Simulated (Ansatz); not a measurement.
# BCl₂F + HBr: a complex and its separated parts, part 2 of 2

Ansatz 0.2.0, Gaussian basis.

## 14. wB97X-V/def2-TZVPP

The inputs:

parta/in.yaml

```yaml
crystal:
  periodic: [false, false, false]
  atoms:
    - {symbol: B, position_ang: [0.192302, 0.683438, -0.881436]}
    - {symbol: F, position_ang: [1.326263, 0.160607, -0.484603]}
    - {symbol: Cl, position_ang: [-0.748558, -0.142946, -2.087761]}
    - {symbol: Cl, position_ang: [-0.337945, 2.188098, -0.189926]}
basis:
  gaussian: {orbitals: def2-TZVPP}
hamiltonian: {xc: {name: wB97X-V}}
```

partb/in.yaml

```yaml
crystal:
  periodic: [false, false, false]
  atoms:
    - {symbol: H, position_ang: [0.481300, -1.579293, 1.837579]}
    - {symbol: Br, position_ang: [-0.913263, -1.309905, 1.806147]}
basis:
  gaussian: {orbitals: def2-TZVPP}
hamiltonian: {xc: {name: wB97X-V}}
```

The same command starts each run, in its folder.

The run is started by

```bash
> ansatz run in.yaml --threads 4 --pin off --events-out ev --progress --plain --max-ram 9574MiB
```

Output in parta, shortened:

```text
Functional definition: wB97X-V
  name "wB97X-V"
  cite "Mardirossian & Head-Gordon, Phys. Chem. Chem. Phys. 16, 9904 (2014) doi:10.1039/C3CP54374A"
  cite "Becke, J. Chem. Phys. 107, 8554 (1997) doi:10.1063/1.475007"
  cite "Vydrov & Van Voorhis, J. Chem. Phys. 133, 244103 (2010) doi:10.1063/1.3521275"
[...]
      + integral(e_c_pw_opposite_spin*poly(b97_u_opposite, cos0, cos1)) + vv10(b, c)
945 factors; their error is unknown
153 factors; integrals over basis functions are off by at most 3.7e-5 eV
[...]
mean field -28439.71905470 eV, -1045.1403981263 hartree, gradient 4.7e-5 eV, S^2 0.000000; 0 other end points of the search recorded, 0 dependent functions left out
reference -28439.71905317 eV, -1045.1403980699 hartree; 24, 24 occupied and 122, 122 virtual orbitals, 945 factors
Total energy: -28439.71905317 eV, -1045.1403980699 hartree
```

Log of partb, shortened:

```text
[... 5 set-up lines as earlier in the session ...]
[...]
      + integral(e_c_pw_opposite_spin*poly(b97_u_opposite, cos0, cos1)) + vv10(b, c)
472 factors; their error is unknown
72 factors; integrals over basis functions are off by at most 1.1e-4 eV
[...]
mean field -70056.29630660 eV, -2574.5214034045 hartree, gradient 1.2e-5 eV, S^2 0.000000; 0 other end points of the search recorded, 0 dependent functions left out
reference -70056.29630554 eV, -2574.5214033654 hartree; 18, 18 occupied and 44, 44 virtual orbitals, 472 factors
Total energy: -70056.29630554 eV, -2574.5214033654 hartree
```

Wall times: 3.4 s (parta), 0.65 s (partb) on 4 threads of Arm Neoverse V1, shared host.

## 15. wB97M-V/def2-TZVPP

The same edit goes into each in.yaml of step 14 (parta, partb):

```diff
-hamiltonian: {xc: {name: wB97X-V}}
+hamiltonian: {xc: {name: wB97M-V}}
```

Each run has its own folder and the same command.

The run is started by

```bash
> ansatz run in.yaml --threads 4 --pin off --events-out ev --progress --plain --max-ram 9574MiB
```

Output in parta, shortened:

```text
Functional definition: wB97M-V
  name "wB97M-V"
  cite "Mardirossian & Head-Gordon, J. Chem. Phys. 144, 214110 (2016) doi:10.1063/1.4952647"
[... 2 set-up lines as earlier in the session ...]
  # Of w^i u^j: cxij and so on, Table III.
[...]
  gx(w, u) = 1 - cx + cx01*u + cx10*w
[...]
      + integral(e_c_pw_mod_opposite_spin*gos(b97_w_opposite, b97_u_opposite)) + vv10(b, c)
945 factors; their error is unknown
153 factors; integrals over basis functions are off by at most 3.7e-5 eV
[...]
mean field -28442.54615967 eV, -1045.2442923176 hartree, gradient 2.1e-5 eV, S^2 0.000000; 0 other end points of the search recorded, 0 dependent functions left out
reference -28442.54619726 eV, -1045.2442936989 hartree; 24, 24 occupied and 122, 122 virtual orbitals, 945 factors
Total energy: -28442.54619726 eV, -1045.2442936989 hartree
```

Log of partb, shortened:

```text
[... 5 set-up lines as earlier in the session ...]
  # Of w^i u^j: cxij and so on, Table III.
[...]
  gx(w, u) = 1 - cx + cx01*u + cx10*w
[...]
      + integral(e_c_pw_mod_opposite_spin*gos(b97_w_opposite, b97_u_opposite)) + vv10(b, c)
467 factors; their error is unknown
72 factors; integrals over basis functions are off by at most 1.1e-4 eV
[...]
mean field -70058.67555936 eV, -2574.6088393306 hartree, gradient 8.6e-6 eV, S^2 0.000000; 0 other end points of the search recorded, 0 dependent functions left out
reference -70058.67558517 eV, -2574.6088402789 hartree; 18, 18 occupied and 44, 44 virtual orbitals, 467 factors
Total energy: -70058.67558517 eV, -2574.6088402789 hartree
```

Times: 4 s (parta), 0.7 s (partb) on 4 threads of Arm Neoverse V1, shared host.

## 16. B2PLYP/def2-TZVPP

Each input of step 15 (parta, partb) changes in the same lines:

```diff
-hamiltonian: {xc: {name: wB97M-V}}
+hamiltonian: {xc: {name: B2PLYP}}
```

One command serves all of them, each in its own folder.

The run is started by

```bash
> ansatz run in.yaml --threads 4 --pin off --events-out ev --progress --plain --max-ram 9574MiB
```

parta printed, shortened:

```text
Functional definition: B2PLYP
  name "B2PLYP"
  cite "Grimme, J. Chem. Phys. 124, 034108 (2006) doi:10.1063/1.2148954"
[... 2 set-up lines as earlier in the session ...]
[...]
909 factors; integrals over basis functions are off by at most 1.7e-3 eV
[...]
mean field -28429.11905786 eV, -1044.7508554273 hartree, gradient 2.0e-6 eV, S^2 0.000000; 0 other end points of the search recorded, 0 dependent functions left out
12 core orbitals not correlated: weight in the atoms' cores, before any rotation towards them, 1.000 or more for the frozen orbitals, at most 0.000 for the correlated occupied ones
reference -28429.11919613 eV, -1044.7508605087 hartree; 12, 12 occupied and 122, 122 virtual orbitals, 909 factors
second order -23.53233461 eV of doubles, -0.00000000 eV of singles
Total energy: -28435.47292647 eV, -1044.9843557921 hartree
```

Log of partb, shortened:

```text
[... 5 set-up lines as earlier in the session ...]
[...]
399 factors; integrals over basis functions are off by at most 1.5e-3 eV
[...]
mean field -70049.78221525 eV, -2574.2820149626 hartree, gradient 1.6e-6 eV, S^2 0.000000; 0 other end points of the search recorded, 0 dependent functions left out
9 core orbitals not correlated: weight in the atoms' cores, before any rotation towards them, 1.000 or more for the frozen orbitals, at most 0.000 for the correlated occupied ones
reference -70049.78231598 eV, -2574.2820186646 hartree; 9, 9 occupied and 44, 44 virtual orbitals, 399 factors
second order -9.24624257 eV of doubles, -0.00000000 eV of singles
Total energy: -70052.27880148 eV, -2574.3737628143 hartree
```

Times: 2.4 s (parta), 0.4 s (partb) on 4 threads of Arm Neoverse V1, shared host.

## 17. PBE-QIDH/def2-TZVPP

Each input of step 16 (parta, partb) changes in the same lines:

```diff
-hamiltonian: {xc: {name: B2PLYP}}
+hamiltonian: {xc: {name: PBE-QIDH}}
```

The same command starts each run, in its folder.

The run is started by

```bash
> ansatz run in.yaml --threads 4 --pin off --events-out ev --progress --plain --max-ram 9574MiB
```

parta printed, shortened:

```text
Functional definition: PBE-QIDH
  name "PBE-QIDH"
  cite "Brémond, Sancho-García, Pérez-Jiménez & Adamo, J. Chem. Phys. 141, 031101 (2014) doi:10.1063/1.4890314"
[... 1 set-up line as earlier in the session ...]
[...]
909 factors; integrals over basis functions are off by at most 1.7e-3 eV
[...]
mean field -28420.58942186 eV, -1044.4373970860 hartree, gradient 1.3e-6 eV, S^2 0.000000; 0 other end points of the search recorded, 0 dependent functions left out
12 core orbitals not correlated: weight in the atoms' cores, before any rotation towards them, 1.000 or more for the frozen orbitals, at most 0.000 for the correlated occupied ones
reference -28420.58943136 eV, -1044.4373974351 hartree; 12, 12 occupied and 122, 122 virtual orbitals, 909 factors
second order -21.90334741 eV of doubles, -0.00000000 eV of singles
Total energy: -28427.89054716 eV, -1044.7057084920 hartree
```

Log of partb, shortened:

```text
[... 4 set-up lines as earlier in the session ...]
[...]
399 factors; integrals over basis functions are off by at most 1.5e-3 eV
[...]
mean field -70043.31090656 eV, -2574.0441987549 hartree, gradient 9.2e-7 eV, S^2 0.000000; 0 other end points of the search recorded, 0 dependent functions left out
9 core orbitals not correlated: weight in the atoms' cores, before any rotation towards them, 1.000 or more for the frozen orbitals, at most 0.000 for the correlated occupied ones
reference -70043.31091368 eV, -2574.0441990166 hartree; 9, 9 occupied and 44, 44 virtual orbitals, 399 factors
second order -8.68134686 eV of doubles, -0.00000000 eV of singles
Total energy: -70046.20469597 eV, -2574.1505435541 hartree
```

They took 2.6 s (parta), 0.46 s (partb) on 4 threads of Arm Neoverse V1, shared host.

## 18. RPA on PBE/def2-TZVPP

Each input of step 17 (parta, partb) changes in the same lines:

```diff
-hamiltonian: {xc: {name: PBE-QIDH}}
+hamiltonian: {xc: pbe}
+correlation: {method: rpa}
```

Each run has its own folder and the same command.

The run is started by

```bash
> ansatz run in.yaml --threads 4 --pin off --events-out ev --progress --plain --max-ram 9574MiB
```

Output in parta, shortened:

```text
[... 4 set-up lines as earlier in the session ...]
[...]
909 factors; integrals over basis functions are off by at most 1.7e-3 eV
[...]
mean field -28430.69409738 eV, -1044.8087370622 hartree, gradient 2.1e-6 eV, S^2 0.000000; 0 other end points of the search recorded, 0 dependent functions left out
12 core orbitals not correlated: weight in the atoms' cores, before any rotation towards them, 1.000 or more for the frozen orbitals, at most 0.000 for the correlated occupied ones
reference -28389.69051887 eV, -1043.3018833450 hartree; 12, 12 occupied and 122, 122 virtual orbitals, 909 factors
Total energy: -28420.46196961 eV, -1044.4327133021 hartree
```

Log of partb, shortened:

```text
[... 4 set-up lines as earlier in the session ...]
[...]
399 factors; integrals over basis functions are off by at most 1.5e-3 eV
[...]
mean field -70052.13671678 eV, -2574.3685412979 hartree, gradient 4.8e-6 eV, S^2 0.000000; 0 other end points of the search recorded, 0 dependent functions left out
9 core orbitals not correlated: weight in the atoms' cores, before any rotation towards them, 1.000 or more for the frozen orbitals, at most 0.000 for the correlated occupied ones
reference -70014.55931776 eV, -2572.9875973550 hartree; 9, 9 occupied and 44, 44 virtual orbitals, 399 factors
Total energy: -70026.49300263 eV, -2573.4261521849 hartree
```

Times: 1.5 s (parta), 0.35 s (partb) on 4 threads of Arm Neoverse V1, shared host.

## 19. CCSD(T)/def2-TZVPP

The same edit goes into each in.yaml of step 18 (parta, partb):

```diff
-hamiltonian: {xc: pbe}
-correlation: {method: rpa}
+correlation: {method: ccsd_t}
```

One command serves all of them, each in its own folder.

The run is started by

```bash
> ansatz run in.yaml --threads 4 --pin off --events-out ev --progress --plain --max-ram 9574MiB
```

parta printed, shortened:

```text
Functional definition: HF
  name "HF"
  cite "Fock, Z. Phys. 61, 126 (1930) doi:10.1007/BF01340294"
[... 1 set-up line as earlier in the session ...]
[...]
909 factors; integrals over basis functions are off by at most 1.7e-3 eV
[...]
mean field -28390.96623452 eV, -1043.3487650306 hartree, gradient 1.2e-6 eV, S^2 0.000000; 0 other end points of the search recorded, 0 dependent functions left out
12 core orbitals not correlated: weight in the atoms' cores, before any rotation towards them, 1.000 or more for the frozen orbitals, at most 0.000 for the correlated occupied ones
reference -28390.96623452 eV, -1043.3487650306 hartree; 12, 12 occupied and 122, 122 virtual orbitals, 909 factors
second order -19.51809837 eV of doubles, -0.00000000 eV of singles
cycle   1  -19.89672162 eV  change   -3.8e-1 eV  update   8.8e-2
[...]
cycle   8  -20.36500304 eV  change    6.5e-6 eV  update   2.4e-5
perturbative correction -0.80343794 eV, -0.0295257996 hartree
Total energy: -28412.13467550 eV, -1044.1266908881 hartree
```

partb printed, shortened:

```text
[... 4 set-up lines as earlier in the session ...]
[...]
399 factors; integrals over basis functions are off by at most 1.5e-3 eV
[...]
mean field -70014.93826594 eV, -2573.0015234437 hartree, gradient 1.4e-6 eV, S^2 0.000000; 0 other end points of the search recorded, 0 dependent functions left out
9 core orbitals not correlated: weight in the atoms' cores, before any rotation towards them, 1.000 or more for the frozen orbitals, at most 0.000 for the correlated occupied ones
reference -70014.93826594 eV, -2573.0015234437 hartree; 9, 9 occupied and 44, 44 virtual orbitals, 399 factors
second order -7.83907583 eV of doubles, -0.00000000 eV of singles
cycle   1  -7.92766438 eV  change   -8.9e-2 eV  update   4.5e-2
[...]
cycle   7  -8.11362486 eV  change   -5.0e-6 eV  update   1.2e-5
perturbative correction -0.24160935 eV, -0.0088789800 hartree
Total energy: -70023.29350015 eV, -2573.3085726376 hartree
```

They took 4.6 s (parta), 0.4 s (partb) on 4 threads of Arm Neoverse V1, shared host; peak memory 0.58 GiB.

## 20. Vibrations of BCl₂F

vib-parta/in.yaml reads:

```yaml
crystal:
  periodic: [false, false, false]
  atoms:
    - {symbol: B, position_ang: [0.192302, 0.683438, -0.881436]}
    - {symbol: F, position_ang: [1.326263, 0.160607, -0.484603]}
    - {symbol: Cl, position_ang: [-0.748558, -0.142946, -2.087761]}
    - {symbol: Cl, position_ang: [-0.337945, 2.188098, -0.189926]}
basis:
  gaussian: {orbitals: def2-TZVP}
hamiltonian: {xc: pbe0, dispersion: d4}
phonons: {temperatures: {t_min: 298.15, t_max: 900, t_step: 200}}
```

The run is started by

```bash
> ansatz run in.yaml --threads 4 --pin off --events-out ev --progress --plain --max-ram 9574MiB
```

Log, shortened:

```text
[... 5 set-up lines as earlier in the session ...]
[...]
861 factors; their error is unknown
[...]
mean field -28432.80153325 eV, -1044.8861839018 hartree, gradient 4.4e-5 eV, S^2 0.000000; 0 other end points of the search recorded, 0 dependent functions left out
[...]
Atom 1 at     1.326263     0.160607    -0.484603 Å, force    -0.000286     0.000132    -0.000100 eV/Å
Atom 2 at    -0.748558    -0.142946    -2.087761 Å, force     0.000307    -0.000026     0.000188 eV/Å
Atom 3 at    -0.337945     2.188098    -0.189926 Å, force     0.000270    -0.000241     0.000013 eV/Å
Dipole moment:    -0.053493     0.024664    -0.018720 e Å
Vibrations: 265.49 364.53 526.39 565.24 1008.88 1347.18 cm⁻¹, zero-point energy 0.252786 eV
```

Run time: 8.5 s. Hardware: 4 threads of Arm Neoverse V1, shared host.

Wavenumbers and character of the modes:

```
mode  wavenumber (cm⁻¹)          character
   1                265               bend
   2                365               bend
   3                526  out-of-plane bend
   4                565       B–Cl stretch
   5               1009       B–Cl stretch
   6               1347        B–F stretch
```

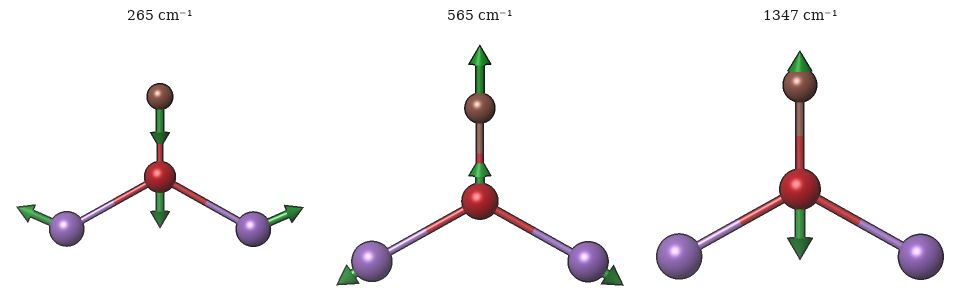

How the atoms move in 3 of the modes.

Vibrational sums (real modes only):

```csv
T (K),entropy (J/mol/K),heat capacity (J/mol/K)
298,16.5,25.4
498,32.4,36.0
698,45.5,41.4
898,56.3,44.3
```

## 21. Vibrations of HBr

vib-partb/in.yaml reads:

```yaml
crystal:
  periodic: [false, false, false]
  atoms:
    - {symbol: H, position_ang: [0.481300, -1.579293, 1.837579]}
    - {symbol: Br, position_ang: [-0.913263, -1.309905, 1.806147]}
basis:
  gaussian: {orbitals: def2-TZVP}
hamiltonian: {xc: pbe0, dispersion: d4}
phonons: {temperatures: {t_min: 298.15, t_max: 900, t_step: 200}}
```

The run is started by

```bash
> ansatz run in.yaml --threads 4 --pin off --events-out ev --progress --plain --max-ram 9574MiB
```

Log, shortened:

```text
[... 5 set-up lines as earlier in the session ...]
[...]
457 factors; their error is unknown
[...]
mean field -70054.57278184 eV, -2574.4580650379 hartree, gradient 2.1e-5 eV, S^2 0.000000; 0 other end points of the search recorded, 0 dependent functions left out
[...]
reference -70054.57270797 eV, -2574.4580623231 hartree; 18, 18 occupied and 36, 36 virtual orbitals, 457 factors
Total energy: -70054.57831849 eV, -2574.4582685058 hartree
Atom 0 at     0.481300    -1.579293     1.837579 Å, force    -0.003660     0.000707    -0.000083 eV/Å
Atom 1 at    -0.913263    -1.309905     1.806147 Å, force     0.003660    -0.000707     0.000083 eV/Å
Dipole moment:     0.194708    -0.037612     0.004389 e Å
Vibrations: 2666.50 cm⁻¹, zero-point energy 0.165302 eV
```

Run time: 2.4 s. Hardware: 4 threads of Arm Neoverse V1, shared host.

Wavenumbers and character of the modes:

```csv
mode,wavenumber (cm⁻¹),character
1,2666,Br–H stretch
```

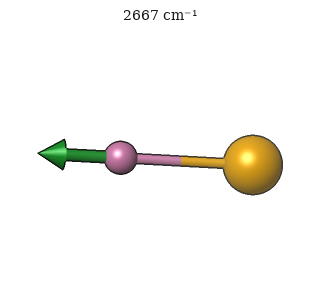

Displacements of 1 modes, as arrows.

Vibrational sums (real modes only):

| T (K) | entropy (J/mol/K) | heat capacity (J/mol/K) |
| --- | --- | --- |
| 298 | 0.0 | 0.0 |
| 498 | 0.0 | 0.2 |
| 698 | 0.2 | 1.0 |
| 898 | 0.6 | 2.2 |

## 22. Complex less separated parts

The complex's own energies come from single points at the same levels.

Rows are in def2-TZVPP; times add the 3 runs of a level on a shared host, so small differences are noise.

```csv
method,rung,complex less parts (eV),from CCSD(T) (eV),time
SPW92,LDA,-0.132,-0.054,1.7 s
PBE-D4,GGA,-0.103,-0.025,2.6 s
BLYP-D4,GGA,-0.102,-0.024,2.7 s
r2SCAN-D4,meta-GGA,-0.093,-0.015,6.1 s
B97M-V,meta-GGA,-0.093,-0.015,10 s
PBE0-D4,hybrid,-0.099,-0.021,6.1 s
B3LYP-D4,hybrid,-0.104,-0.026,4.7 s
r2SCAN0-D4,hybrid,-0.093,-0.015,8.2 s
BHLYP-D4,hybrid,-0.112,-0.034,5 s
CAM-B3LYP-D4,range-separated hybrid,-0.098,-0.020,5.7 s
wB97X-V,range-separated hybrid,-0.097,-0.019,10 s
wB97M-V,range-separated hybrid,-0.100,-0.022,12 s
B2PLYP,double hybrid,-0.038,+0.040,7 s
PBE-QIDH,double hybrid,-0.063,+0.015,7.4 s
RPA on PBE,RPA,-0.066,+0.012,5.6 s
Hartree-Fock,wavefunction,0.013,+0.091,
MP2,wavefunction,-0.094,-0.016,
CCSD,wavefunction,-0.065,+0.013,
CCSD(T),wavefunction,-0.078,0,2 min
```

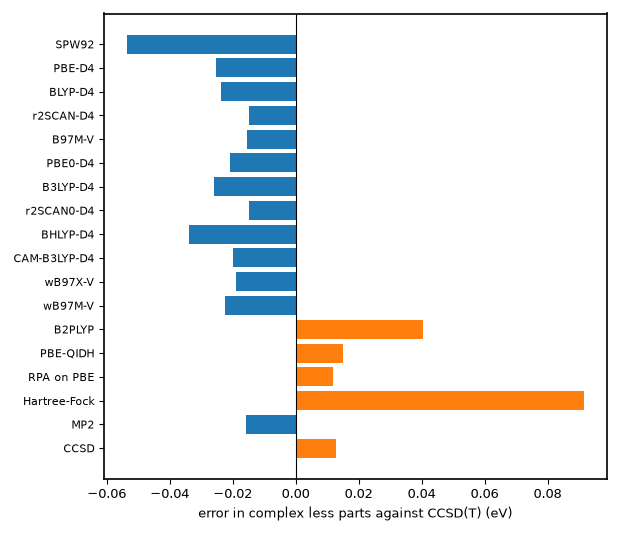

Error of each method against CCSD(T).

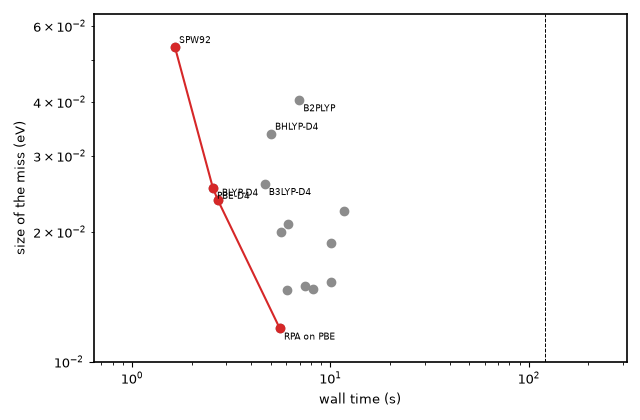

Miss against cost. Red marks the levels that no quicker level drawn beats (of those quicker than the yardstick), and the dashed line is the time of CCSD(T). Only those levels and the largest misses are named. Times are from a shared host.

RPA on PBE reaches 0.012 eV from the reference in 5.6 s, where CCSD(T) took 2 min; the quickest level in the cost chart, SPW92, takes 1.7 s and misses by 0.054 eV.

The complex's zero-point energy, from a separate PBE0-D4 run, is 0.436 eV.

## 23. Outcome

This closing draws on all 2 parts.

| quantity | value |
| --- | --- |
| complex less parts, CCSD(T)/def2-TZVPP | -0.078 eV |
| with zero-point energy | -0.060 eV |
| largest T1 diagnostic | 0.012 |

**Reading.** At CCSD(T) the complex lies 0.078 eV below its parts. The functionals run from r2SCAN-D4, off by -0.015 eV, to SPW92, off by -0.054 eV, against CCSD(T). B97M-V, r2SCAN0-D4, PBE-QIDH are as near within the digits shown. By rung, the mean size of the error is: LDA 0.054, GGA 0.025, meta-GGA 0.015, hybrid 0.024, range-separated hybrid 0.020, double hybrid 0.028 eV. The double hybrids carry no dispersion term here, unlike the levels marked D4 or V. PBE-D4 gives a relative energy 0.025 eV too low, an error of 32 % of the reference. No counterpoise was applied, and triple zeta lacks some correlation, so the CCSD(T) reference has a basis error of its own, and close matches with it are partly luck.
